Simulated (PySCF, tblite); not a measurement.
# C₃H₉FOSi: a rotation path, then NMR shifts on frames, part 2 of 2

tblite 0.8.0 and PySCF 2.14.0. Atoms count from 0. The steps go on from the part before.

## (5) NMR shieldings: image 4, PBE0/pcSseg-1

Job settings and geometry (Å):

```
{"job": {"kind": "nmr", "xc": "PBE0", "basis": "pcSseg-1", "pop": false}, "charge": 0, "multiplicity": 1}
C     -1.186600    -1.503500     0.038300
C     -0.350600    -0.247000    -0.194900
C     -1.115400     1.021500     0.222600
F     -1.397400     1.801300    -0.871000
O      0.842100    -0.369500     0.522700
Si     2.230400     0.463300     0.421400
H     -1.450800    -1.577200     1.090900
H     -2.092700    -1.471400    -0.560700
H     -0.613400    -2.385600    -0.234000
H     -0.118800    -0.151500    -1.265400
H     -0.506500     1.628400     0.897700
H     -2.073600     0.785300     0.694200
H      2.047200     1.861100     0.825100
H      3.000200    -0.303400     1.385300
H      2.781400     0.456200    -0.936600
```

Method: GIAO PBE0/pcSseg-1 NMR shielding, non-relativistic, gas phase.

Standard output:

```text
coarse grid: 12640 points
cycle   1  E = -583.6559090723  dE =  5.506e-01  |g| = 7.814e-01  |ddm| = 3.223e+00
cycle   2  E = -583.5137188664  dE =  1.422e-01  |g| = 1.193e+00  |ddm| = 1.490e+00
cycle   3  E = -583.7600689649  dE = -2.464e-01  |g| = 9.943e-02  |ddm| = 1.033e+00
cycle   4  E = -583.7615960693  dE = -1.527e-03  |g| = 4.770e-02  |ddm| = 1.026e-01
cycle   5  E = -583.7619844407  dE = -3.884e-04  |g| = 9.220e-03  |ddm| = 3.503e-02
cycle   6  E = -583.7619958733  dE = -1.143e-05  |g| = 3.466e-03  |ddm| = 7.470e-03
cycle   7  E = -583.7619983249  dE = -2.452e-06  |g| = 2.677e-04  |ddm| = 2.459e-03
final grid: 116712 points
cycle   8  E = -583.8150682819  dE = -3.132e-05  |g| = 9.942e-03  |ddm| = 2.079e-02
cycle   9  E = -583.8150503340  dE =  1.795e-05  |g| = 1.424e-02  |ddm| = 1.513e-02
cycle  10  E = -583.8150871476  dE = -3.681e-05  |g| = 1.136e-03  |ddm| = 9.216e-03
cycle  11  E = -583.8150874097  dE = -2.621e-07  |g| = 2.263e-04  |ddm| = 1.110e-03
cycle  12  E = -583.8150874191  dE = -9.386e-09  |g| = 9.167e-05  |ddm| = 2.353e-04
cycle  13  E = -583.8150874203  dE = -1.225e-09  |g| = 2.439e-05  |ddm| = 7.056e-05
cycle  14  E = -583.8150874204  dE = -9.732e-11  |g| = 4.299e-06  |ddm| = 2.166e-05
converged SCF energy = -583.8150874204

GIAO shielding tensors (ppm)
atom      isotropic    diamagn.    paramagn.     s11        s22        s33       span
  0 C      160.836     246.929     -86.093    139.887    159.481    183.140     43.253
  1 C      109.975     243.307    -133.332     90.565     97.884    141.476     50.911
  2 C       92.848     244.524    -151.676     61.989     80.633    135.922     73.933
  3 F      414.217     472.027     -57.810    363.598    392.502    486.552    122.955
  4 O      297.633     397.908    -100.275    254.945    299.370    338.585     83.640
  5 Si     391.665     880.359    -488.694    340.931    363.958    470.105    129.174
  6 H       30.377      29.791       0.586     27.436     28.560     35.136      7.700
  7 H       30.448      29.249       1.199     26.607     28.215     36.520      9.913
  8 H       30.241      29.353       0.887     26.173     28.328     36.221     10.048
  9 H       27.626      31.685      -4.059     24.832     27.464     30.584      5.752
 10 H       26.731      30.697      -3.966     24.118     27.468     28.608      4.490
 11 H       27.160      29.616      -2.456     23.526     28.473     29.481      5.955
 12 H       26.619      29.817      -3.197     23.160     25.417     31.281      8.121
 13 H       26.883      29.556      -2.674     22.961     25.226     32.461      9.500
 14 H       26.755      29.624      -2.869     23.727     24.886     31.651      7.924
```

Wall time 13 s (1 thread of AMD EPYC 7B13, shared host); peak memory 0.75 GiB.

In short: δ C2 94.1, C1 77.0, C0 26.1, F3 -243.3, H12 5.10, H10 4.99 ppm.

## (6) NMR shieldings: image 6, PBE0/pcSseg-1

Job settings and geometry (Å):

```
{"job": {"kind": "nmr", "xc": "PBE0", "basis": "pcSseg-1", "pop": false}, "charge": 0, "multiplicity": 1}
C     -1.193900    -1.483200    -0.015100
C     -0.336200    -0.235000    -0.205300
C     -1.095700     1.031900     0.214100
F     -1.802900     1.535800    -0.847300
O      0.832400    -0.373200     0.546500
Si     2.233500     0.440800     0.483300
H     -1.481600    -1.573700     1.030200
H     -2.087500    -1.422400    -0.630300
H     -0.628500    -2.368500    -0.292700
H     -0.075600    -0.121200    -1.268000
H     -0.396900     1.809800     0.532500
H     -1.816600     0.827300     1.011100
H      2.056000     1.836800     0.898700
H      2.982200    -0.349400     1.443600
H      2.807000     0.452300    -0.865700
```

Level: GIAO PBE0/pcSseg-1 NMR shielding, non-relativistic, gas phase.

Standard output:

```text
coarse grid: 12640 points
cycle   1  E = -583.6607905490  dE =  5.528e-01  |g| = 7.729e-01  |ddm| = 3.228e+00
cycle   2  E = -583.5258466270  dE =  1.349e-01  |g| = 1.169e+00  |ddm| = 1.453e+00
cycle   3  E = -583.7625633144  dE = -2.367e-01  |g| = 9.942e-02  |ddm| = 1.002e+00
cycle   4  E = -583.7640755741  dE = -1.512e-03  |g| = 4.806e-02  |ddm| = 1.044e-01
cycle   5  E = -583.7644661984  dE = -3.906e-04  |g| = 9.242e-03  |ddm| = 3.599e-02
cycle   6  E = -583.7644777087  dE = -1.151e-05  |g| = 3.455e-03  |ddm| = 7.515e-03
cycle   7  E = -583.7644801452  dE = -2.436e-06  |g| = 2.544e-04  |ddm| = 2.431e-03
final grid: 116712 points
cycle   8  E = -583.8175561443  dE = -3.170e-05  |g| = 1.013e-02  |ddm| = 2.122e-02
cycle   9  E = -583.8175375334  dE =  1.861e-05  |g| = 1.451e-02  |ddm| = 1.537e-02
cycle  10  E = -583.8175756311  dE = -3.810e-05  |g| = 1.120e-03  |ddm| = 9.339e-03
cycle  11  E = -583.8175758873  dE = -2.562e-07  |g| = 2.375e-04  |ddm| = 1.103e-03
cycle  12  E = -583.8175758974  dE = -1.010e-08  |g| = 9.470e-05  |ddm| = 2.389e-04
cycle  13  E = -583.8175758987  dE = -1.267e-09  |g| = 2.352e-05  |ddm| = 7.134e-05
cycle  14  E = -583.8175758988  dE = -9.629e-11  |g| = 4.128e-06  |ddm| = 2.205e-05
converged SCF energy = -583.8175758988

GIAO shielding tensors (ppm)
atom      isotropic    diamagn.    paramagn.     s11        s22        s33       span
  0 C      161.201     247.051     -85.851    145.475    153.494    184.633     39.157
  1 C      112.356     243.425    -131.070     90.552     96.848    149.667     59.115
  2 C       96.591     244.968    -148.377     66.340     81.352    142.081     75.742
  3 F      426.019     471.397     -45.378    378.422    421.691    477.943     99.521
  4 O      304.978     397.751     -92.773    273.503    306.129    335.304     61.801
  5 Si     391.327     880.370    -489.043    339.864    363.302    470.815    130.951
  6 H       30.523      29.823       0.700     27.582     28.474     35.513      7.931
  7 H       30.288      29.096       1.191     26.285     28.389     36.189      9.904
  8 H       30.177      29.378       0.799     26.173     28.175     36.183     10.011
  9 H       27.787      31.785      -3.998     24.502     28.235     30.626      6.124
 10 H       26.725      30.912      -4.187     22.817     27.685     29.674      6.857
 11 H       27.378      29.837      -2.460     24.416     28.275     29.442      5.026
 12 H       26.657      29.840      -3.182     22.977     25.531     31.464      8.487
 13 H       26.877      29.522      -2.644     22.993     25.175     32.464      9.472
 14 H       26.760      29.629      -2.868     23.676     24.917     31.688      8.012
```

Wall time 14 s (1 thread of AMD EPYC 7B13, shared host); peak memory 0.75 GiB.

In short: δ C2 90.3, C1 74.6, C0 25.7, F3 -255.1, H12 5.06, H10 4.99 ppm.

## (7) NMR shieldings: image 8, PBE0/pcSseg-1

Job settings and geometry (Å):

```
{"job": {"kind": "nmr", "xc": "PBE0", "basis": "pcSseg-1", "pop": false}, "charge": 0, "multiplicity": 1}
C     -1.201400    -1.463000    -0.060000
C     -0.320000    -0.229900    -0.228000
C     -1.073600     1.041300     0.176100
F     -2.127000     1.259700    -0.672700
O      0.817800    -0.368100     0.568100
Si     2.226900     0.432000     0.560300
H     -1.446200    -1.598900     0.990800
H     -2.117300    -1.340200    -0.631500
H     -0.674400    -2.345800    -0.410900
H     -0.026300    -0.129100    -1.283500
H     -0.417300     1.914000     0.110000
H     -1.479200     0.949900     1.188300
H      2.069000     1.820500     1.007600
H      2.957000    -0.392800     1.505600
H      2.807700     0.458400    -0.784600
```

Method: GIAO PBE0/pcSseg-1 NMR shielding, non-relativistic, gas phase.

Standard output:

```text
coarse grid: 12640 points
cycle   1  E = -583.6658497791  dE =  5.558e-01  |g| = 7.663e-01  |ddm| = 3.233e+00
cycle   2  E = -583.5346253467  dE =  1.312e-01  |g| = 1.155e+00  |ddm| = 1.433e+00
cycle   3  E = -583.7658957683  dE = -2.313e-01  |g| = 1.000e-01  |ddm| = 9.845e-01
cycle   4  E = -583.7674263799  dE = -1.531e-03  |g| = 4.823e-02  |ddm| = 1.060e-01
cycle   5  E = -583.7678189431  dE = -3.926e-04  |g| = 9.302e-03  |ddm| = 3.687e-02
cycle   6  E = -583.7678305887  dE = -1.165e-05  |g| = 3.474e-03  |ddm| = 7.741e-03
cycle   7  E = -583.7678330310  dE = -2.442e-06  |g| = 2.525e-04  |ddm| = 2.423e-03
final grid: 116712 points
cycle   8  E = -583.8205310280  dE = -3.017e-05  |g| = 1.015e-02  |ddm| = 2.198e-02
cycle   9  E = -583.8205125278  dE =  1.850e-05  |g| = 1.448e-02  |ddm| = 1.538e-02
cycle  10  E = -583.8205506819  dE = -3.815e-05  |g| = 1.157e-03  |ddm| = 9.351e-03
cycle  11  E = -583.8205509558  dE = -2.739e-07  |g| = 2.322e-04  |ddm| = 1.118e-03
cycle  12  E = -583.8205509653  dE = -9.458e-09  |g| = 9.417e-05  |ddm| = 2.386e-04
cycle  13  E = -583.8205509665  dE = -1.235e-09  |g| = 2.415e-05  |ddm| = 7.199e-05
cycle  14  E = -583.8205509666  dE = -9.572e-11  |g| = 4.172e-06  |ddm| = 2.364e-05
converged SCF energy = -583.8205509666

GIAO shielding tensors (ppm)
atom      isotropic    diamagn.    paramagn.     s11        s22        s33       span
  0 C      163.745     247.427     -83.682    150.252    154.879    186.104     35.852
  1 C      114.236     243.644    -129.408     89.762     98.911    154.036     64.274
  2 C       98.896     245.406    -146.510     68.691     81.389    146.608     77.917
  3 F      431.234     471.162     -39.928    394.191    433.856    465.655     71.464
  4 O      310.494     397.736     -87.242    278.358    323.123    330.003     51.645
  5 Si     389.247     880.443    -491.196    341.267    355.642    470.831    129.565
  6 H       30.682      29.851       0.831     27.667     28.427     35.951      8.284
  7 H       30.226      29.156       1.070     25.634     29.003     36.040     10.406
  8 H       30.200      29.482       0.717     26.278     28.090     36.231      9.954
  9 H       27.804      31.875      -4.071     24.551     28.243     30.617      6.067
 10 H       26.816      30.760      -3.944     22.261     28.056     30.132      7.872
 11 H       27.543      30.095      -2.552     24.343     28.194     30.093      5.750
 12 H       26.737      29.818      -3.081     22.888     25.557     31.768      8.880
 13 H       26.861      29.523      -2.662     22.992     25.159     32.431      9.440
 14 H       26.755      29.732      -2.977     23.674     24.916     31.675      8.001
```

Wall time 13 s (1 thread of AMD EPYC 7B13, shared host); peak memory 0.75 GiB.

Key values: δ C2 88.0, C1 72.7, C0 23.2, F3 -260.3, H12 4.98, H14 4.96 ppm.

## (8) Comparing the runs: NMR shifts

Shifts (ppm) of some atoms, chosen among heavy atoms and hydrogens apart, with basis size and wall time:

| frame | C2 | C0 | H11 | H7 | F3 | O4 | Si5 | functions | time |
| --- | --- | --- | --- | --- | --- | --- | --- | --- | --- |
| image 0 | 94.4 | 20.9 | 4.64 | 0.81 | -238.7 | 39.3 | -36.5 | 154 | 19 s |
| image 2 | 95.6 | 24.0 | 4.66 | 1.02 | -236.5 | 41.1 | -40.1 | 154 | 13 s |
| image 4 | 94.1 | 26.1 | 4.56 | 1.27 | -243.3 | 38.4 | -42.5 | 154 | 13 s |
| image 6 | 90.3 | 25.7 | 4.34 | 1.43 | -255.1 | 31.1 | -42.2 | 154 | 14 s |
| image 8 | 88.0 | 23.2 | 4.17 | 1.49 | -260.3 | 25.6 | -40.1 | 154 | 13 s |

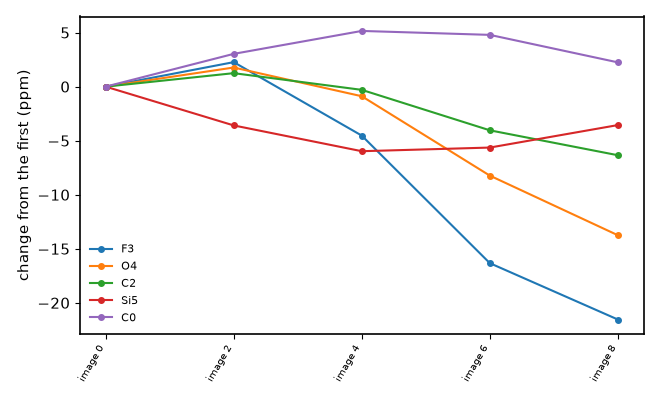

How five of the tabulated atoms move from run to run.

## (9) What came out

This closing draws on all 2 parts.

```
                                         quantity                                                     value
                                          barrier                        0.060 eV (1.4 kcal/mol) at image 4
                            end to end (GFN2-xTB)                                                  0.002 eV
  ¹³C shifts against TMS (PBE0/pcSseg-1, image 0)                                      94.4, 75.3, 20.9 ppm
   ¹H shifts against TMS (PBE0/pcSseg-1, image 0)  5.10, 4.96, 4.86, 4.72, 4.64, 4.07, 1.45, 1.12, 0.81 ppm
¹⁹F shifts against CFCl3 (PBE0/pcSseg-1, image 0)                                                -238.7 ppm
  ¹⁷O shifts against H2O (PBE0/pcSseg-1, image 0)                                                  39.3 ppm
 ²⁹Si shifts against TMS (PBE0/pcSseg-1, image 0)                                                 -36.5 ppm
            surface potential, least and greatest                                        -1.06 V and 1.18 V
                         range of the shift of F3                                      -260.3 to -236.5 ppm
```

Along the band the dihedral turns by 97°, and the top (dihedral 126°) lies 1.4 kcal/mol above the start (GFN2-xTB, rough), so at room temperature this motion is fast. The top was not checked by a frequency run. Shifts at one fixed geometry are not the observed spectrum, which averages over the motion. In the first frame run (image 0): The largest span, 121 ppm, is at Si5, where the paramagnetic term is -495 ppm. In ppm, F3 moves most: its shift spreads over 23.8 ppm, from -260.3 (image 8) to -236.5 (image 2).
